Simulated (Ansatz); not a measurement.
```
CELL_PARAMETERS angstrom
4.48064 0.00000 0.00000
0.00000 4.48064 0.00000
0.00000 0.00000 8.96127
ATOMIC_POSITIONS crystal
Pb 0.00000 0.50000 0.25000
Pb 0.50000 0.00000 0.25000
Pb 0.50000 0.50000 0.00000
Co 0.00000 0.00000 0.00000
Pb 0.00000 0.50000 0.75000
Pb 0.50000 0.00000 0.75000
Pb 0.50000 0.50000 0.50000
Co 0.00000 0.00000 0.50000
```

Space group Pm-3m; started from the Cu3Au (L1_2) prototype, which need not be the ambient phase; computed pressure about 6 GPa in this cell; spin-polarised.

Computed with DFT PBEsol, scalar-relativistic, plane waves, PAW in Ansatz 0.2.0.

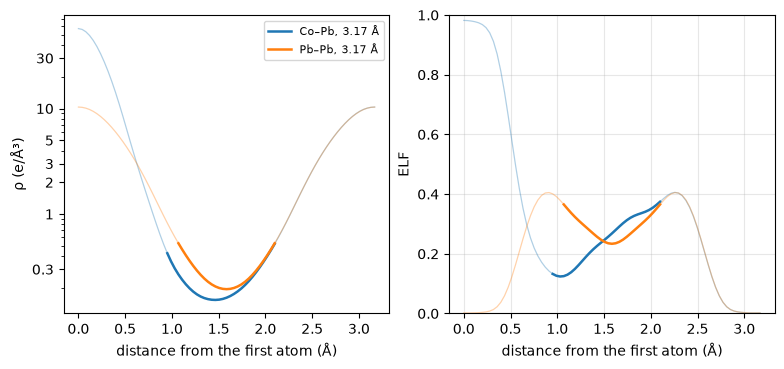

CoPb3. Valence electron density and electron localisation function along straight lines between neighbouring atoms. Thin, pale parts lie inside the atomic spheres.

In a PAW calculation such maps are meaningful between the atoms, not at the nuclei.

Q: Compare the contacts.

A: Co–Pb (3.17 Å): the density is about 0.16 e/Å³ at the midpoint; the ELF is about 0.25 at the midpoint (no localised pair shows between them).
Pb–Pb (3.17 Å): ρ is about 0.19 e/Å³ halfway; the ELF is about 0.25 at the midpoint; no localised pair shows between them.
